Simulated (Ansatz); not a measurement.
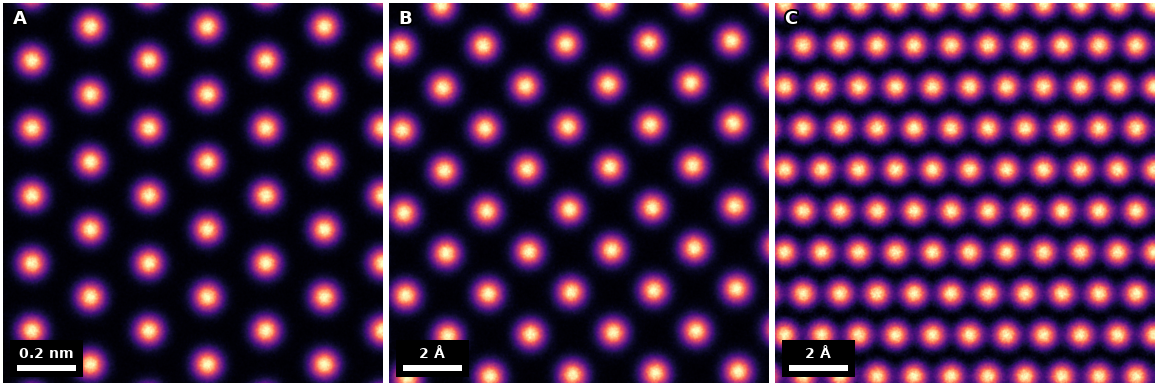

Three views of Ge (Fd-3m, No. 227) along different zone axes. Simulation: incoherent imaging, intensity Z^1.6 per atom, probe width 0.76 Å, thin sample. The probe carries 25 % of its weight in a tail 2.5 times as wide. Shot noise was added. Atomic positions: the geometry given to an electronic-structure calculation, possibly off equilibrium.

```cif
data_structure
_symmetry_space_group_name_H-M 'P 1'
_symmetry_Int_Tables_number 1
_cell_length_a 5.6600
_cell_length_b 5.6600
_cell_length_c 5.6600
_cell_angle_alpha 90.000
_cell_angle_beta 90.000
_cell_angle_gamma 90.000
_cell_volume 181.32
loop_
_atom_site_label
_atom_site_type_symbol
_atom_site_fract_x
_atom_site_fract_y
_atom_site_fract_z
_atom_site_occupancy
Ge1 Ge 0.50000 0.00000 0.50000 1
Ge2 Ge 0.25000 0.25000 0.25000 1
Ge3 Ge 0.50000 0.50000 0.00000 1
Ge4 Ge 0.25000 0.75000 0.75000 1
Ge5 Ge 0.00000 0.00000 0.00000 1
Ge6 Ge 0.75000 0.25000 0.75000 1
Ge7 Ge 0.00000 0.50000 0.50000 1
Ge8 Ge 0.75000 0.75000 0.25000 1
```

Match the panels to the zone axes [001], [111] and [210].

A is [111]: projected cell 2.31 × 2.31 Å, 120°, plane group p6mm. B is [001]: projected cell 2.00 × 2.00 Å, 90°, plane group p4mm. C is [210]: projected cell 1.27 × 1.55 Å, 114°, plane group c2mm.
